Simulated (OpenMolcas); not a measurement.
# Predicting a hybrid from its neighbours: SiH2

The species is SiH2 (3 atoms), meant as a singlet with charge 0. As SMILES, `[SiH2]`. The shape is that of a PBE0-D4/def2-TZVP optimisation.

The HOMO–LUMO gap y, in eV, basis aug-cc-pVTZ; a is the functional's share of exact exchange. Programs: OpenMolcas 26.06.

| functional | program | a | y (eV) |
| --- | --- | --- | --- |
| TPSS | OpenMolcas | 0 | 2.08 |
| revPBE | OpenMolcas | 0 | 1.86 |
| B3LYP | OpenMolcas | 0.2 | 3.38 |
| PBE0 | OpenMolcas | 0.25 | ? |
| BHLYP | OpenMolcas | 0.5 | 5.65 |

Fit y = c + s·a to the known rows and predict PBE0.


1. Means of the 4 rows: a = 0.1750, y = 3.243.
2. Σ(Δa)² = 0.1675, Σ(Δa·Δy) = 1.2312, so the slope is 1.2312/0.1675 = 7.3504.
3. Intercept: 3.243 − (7.3504) × 0.1750 = 1.957. The largest residual of the fit is 0.12.
4. PBE0: 1.957 + (7.3504) × 0.25 = 3.79 eV.

The run gave 3.75 eV, so the prediction is off by +0.04 eV, within the scatter of the fit. Exact exchange lowers occupied levels and raises empty ones. The rows mix families of semi-local functionals, which the line can't see.

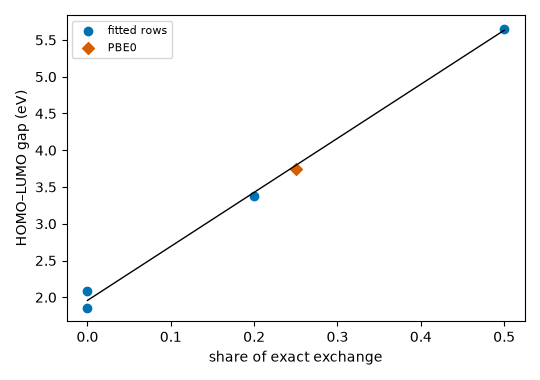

The fitted line, with the withheld row.
